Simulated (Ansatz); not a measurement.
**MP2/STO-3G run of S2O (Disulfur monoxide)**

Aim: the electronic atomisation energy of S2O (Disulfur monoxide) at MP2/STO-3G, from 3 runs. 

The calculation is run with Ansatz 0.2.0.

53 further runs of the same task are left out: 20 that didn't finish, 33 set aside as unsound or not needed.

## Step 1: The structure to begin with

S2O has 3 atoms, charge 0, and is taken as a singlet. As SMILES, `O=S=S`. The shape is that of a GFN2-xTB optimisation.

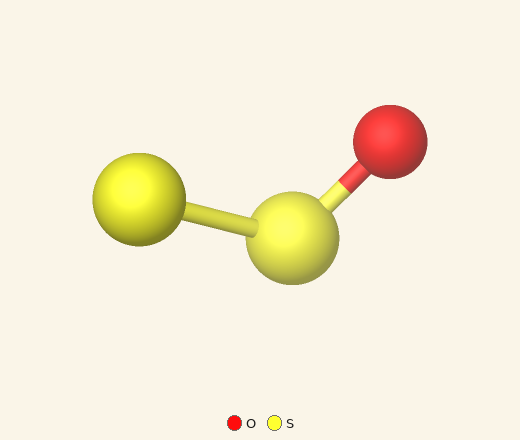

The structure, seen from a chosen angle (oxygen red, sulfur yellow).

## Step 2: The energy at MP2/STO-3G

Input file molecule.yaml:

```yaml
crystal:
  periodic: [false, false, false]
  atoms:
    - {symbol: O, position_ang: [0.431370, 1.195520, 0.483120]}
    - {symbol: S, position_ang: [0.559470, -0.210460, 0.159300]}
    - {symbol: S, position_ang: [-0.990830, -0.985060, -0.642420]}
basis:
  gaussian: {orbitals: STO-3G}
correlation: {method: mp2, frozen_orbitals: {O: 1, S: 5}}
accuracy: high
```

Launch:

```bash
ansatz run molecule.yaml --threads 1 --pin off --max-ram 2610MiB --events-out events.jsonl --progress --plain --runs-dir runs
```

What it wrote:

```text
Warning: RAYON_NUM_THREADS=1 ignored (pool sized by the plan → 1); use --threads N
Functional definition: HF
  name "HF"
  exchange = exact_x
  correlation = 0
411 factors; integrals over basis functions are off by at most 2.6e-8 eV
mean field evaluation 1: about -23397.8591 eV, gradient 3.1e1 eV
mean field evaluation 2: about -23397.9265 eV, gradient 3.2e1 eV
mean field evaluation 4: about -23401.8805 eV, gradient 3.2e0 eV
mean field evaluation 8: about -23401.9534 eV, gradient 6.7e-2 eV
mean field evaluation 16: about -23401.9504 eV, gradient 2.4e-8 eV
mean field evaluation 32: about -23401.3513 eV, gradient 7.5e0 eV
mean field -23401.95039852 eV, -860.0058147337 hartree, gradient 2.4e-8 eV, S^2 0.000000; 3 other end points of the search recorded, 0 dependent functions left out; unrestricted orbitals would lower it
unrestricted determinant -23404.15938156 eV, -860.0869933632 hartree, S^2 0.9263
11 core orbitals not correlated: weight in the atoms' cores, before any rotation towards them, 1.000 or more for the frozen orbitals, at most 0.000 for the correlated occupied ones
reference -23401.95039852 eV, -860.0058147337 hartree; 9, 9 occupied and 3, 3 virtual orbitals, 411 factors
second order -4.38570598 eV of doubles, -0.00000000 eV of singles
Total energy: -23406.33610449 eV, -860.1669864556 hartree
```

Wall time 0.36 s (1 thread of Arm Neoverse V1, shared host).

## Step 3: The O atom at the same level

Input file input.yaml:

```yaml
crystal:
  periodic: [false, false, false]
  atoms:
    - symbol: O
      position_ang: [0.000000, 0.000000, 0.000000]
basis:
  gaussian: {orbitals: STO-3G}
magnetization: {spin_polarized: true, initial_magnetization: 2}
correlation: {method: mp2, frozen_orbitals: {O: 1}}
accuracy: high
```

Run the same way, it converges to -73.80415 Eh (log not shown).

## Step 4: The S atom at the same level

Input file molecule.yaml:

```yaml
crystal:
  periodic: [false, false, false]
  atoms:
    - {symbol: S, position_ang: [0.000000, 0.000000, 0.000000]}
basis:
  gaussian: {orbitals: STO-3G}
magnetization: {spin_polarized: true, initial_magnetization: 2}
correlation: {method: mp2, frozen_orbitals: {S: 5}}
accuracy: high
```

Run the same way, it converges to -393.13022 Eh (log not shown).

## Step 5: Results

At MP2/STO-3G, 11 core orbitals frozen:

| quantity | value |
| --- | --- |
| molecule: total energy | -860.16699 Eh |
| molecule: correlation energy (11 core orbitals frozen) | -161.2 mEh |
| O atom: total energy | -73.80415 Eh |
| O atom: correlation energy (1 core orbital frozen) | 0.0 mEh |
| O atom: ⟨S²⟩ of the reference determinant | 2.000 |
| S atom: total energy | -393.13022 Eh |
| S atom: correlation energy (5 core orbitals frozen) | 0.0 mEh |
| S atom: ⟨S²⟩ of the reference determinant | 2.000 |
| electronic atomisation energy | 2.786 eV |

**Reading.** Taking the molecule apart into free atoms costs 2.79 eV (269 kJ/mol), before zero-point energy and without spin-orbit coupling. In a minimal basis such a difference can be off by several eV, whatever the method. The restricted solution (molecule) is unstable to spin breaking: an unrestricted one lies lower.
